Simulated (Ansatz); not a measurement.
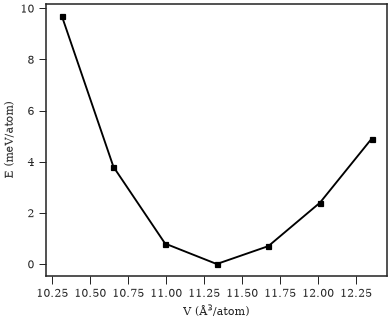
Figure. C in space group R-3m (No. 166; C on 18f, C on 18f) under volume change, the program Ansatz at the r²SCAN+D4 level (PAW), shape and atoms relaxed at each volume.

**Question.** What does a third-order Birch–Murnaghan fit give for V₀, B₀ and B′?

**Answer.** V₀ = 11.33 Å³/atom, B₀ = 23.9 GPa, B′ = 10.7.

The start of the workflow was typed in or built on a structure type; the Crystallography Open Database files this formula in space group No. 166, but the cells were not matched. It is not the phase usual at ambient conditions (space group No. 194, 227). The cell was relaxed with r²SCAN+D4 under the symmetry of its start; whether a distortion lowers the energy is not shown.

Potentials: the later of the program's two PAW sets.
